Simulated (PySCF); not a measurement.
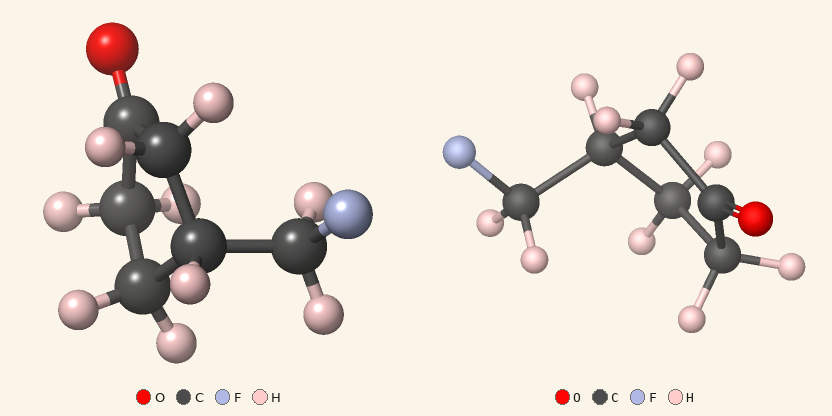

The same structure drawn twice, from different directions.

Computed geometry: GFN2-xTB optimisation. No frequency run is at hand to confirm it as a minimum.

What does the picture show?

The molecule is C₆H₉FO. As SMILES it reads `O=C1CC[C@@H](CF)C1`. Independent rings (smallest set): 1 of 5 members. Among its groups: ketone, C–F bond. This geometry has C1 symmetry. Coordination: 1 C trigonal planar; 5 C tetrahedral.

More results for the same structure follow; atom numbers are the same in all pictures, views and colours differ.

### Dipole moment

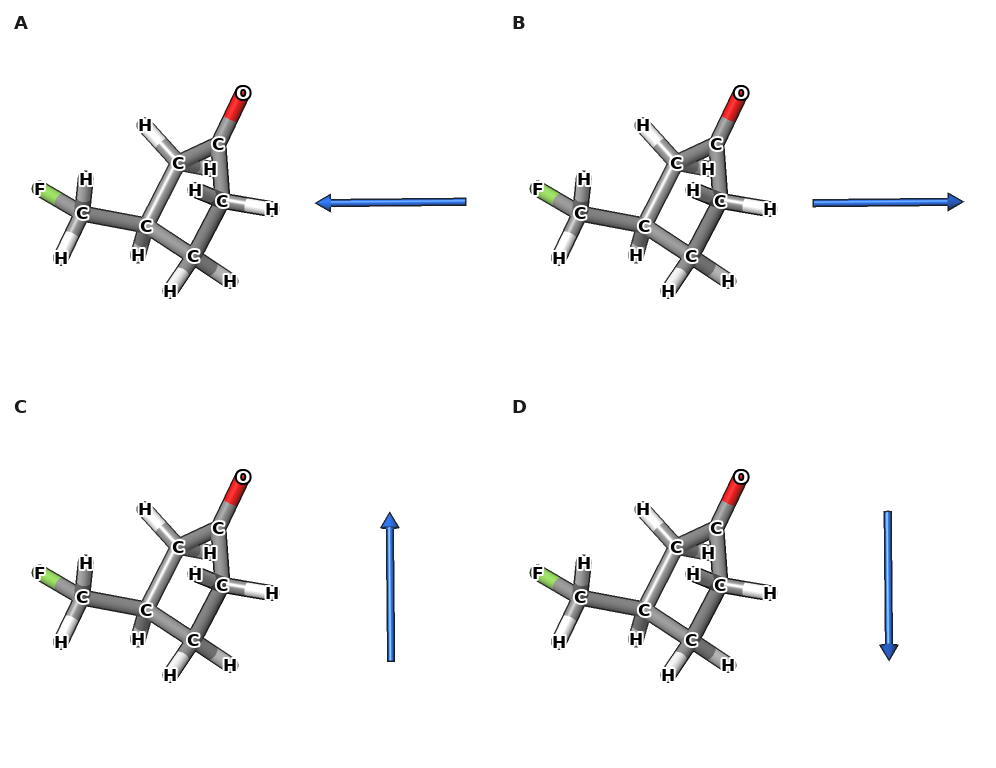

The same molecule four times, each with an arrow. No frequency run is at hand to confirm it as a minimum. Properties computed with B3LYP/def2-SVPD, gas phase (PySCF 2.14.0).

Which arrow points along the dipole moment, from the negative to the positive end?

Answer. D. The dipole moment is 3.57 D.

### Polarisability

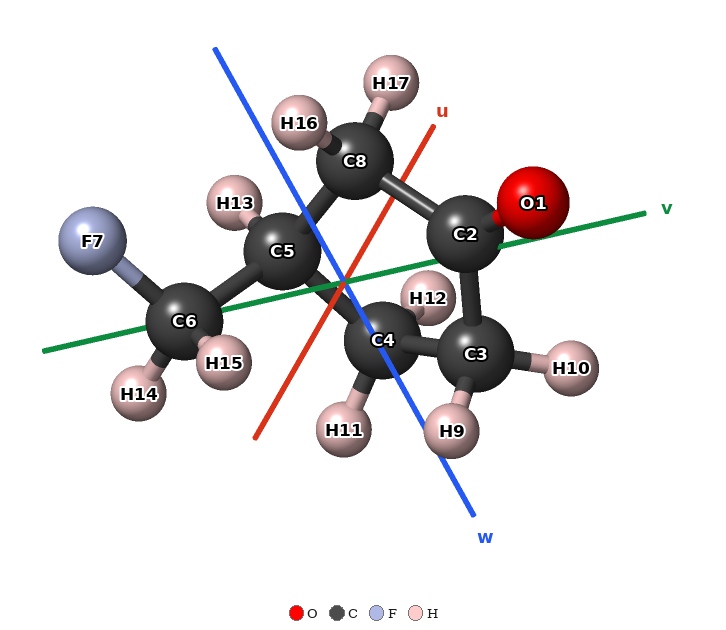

The lines u, v and w are the principal axes of the static dipole polarisability. No frequency run is at hand to confirm it as a minimum. Computed with B3LYP/def2-SVPD (PySCF 2.14.0).

Along which axis is the molecule most polarisable, and along which least?

Answer. Most along v (close to the long direction O1···F7), least along u.

Give the three principal values.

Answer. u 62.4, v 78.5, w 72.4 bohr³; mean 71.1, anisotropy 14.1 bohr³.

### Excitation

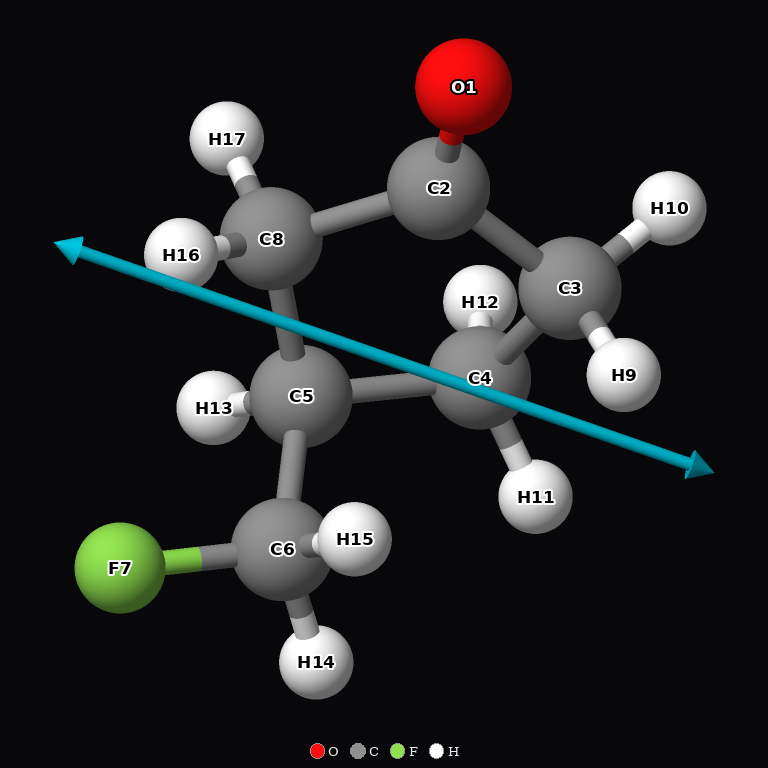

The double arrow shows the direction of the transition dipole to excited singlet state 6 (its length means nothing). No frequency run is at hand to confirm it as a minimum. Level of theory: TDDFT B3LYP/def2-SVPD, vertical, gas phase, core orbitals frozen in the response (PySCF 2.14.0).

Where does the transition lie, and how strong is it?

Answer. 7.24 eV (171 nm), oscillator strength 0.016, mainly HOMO → LUMO+4 (weight 0.66); transition dipole 0.75 D.
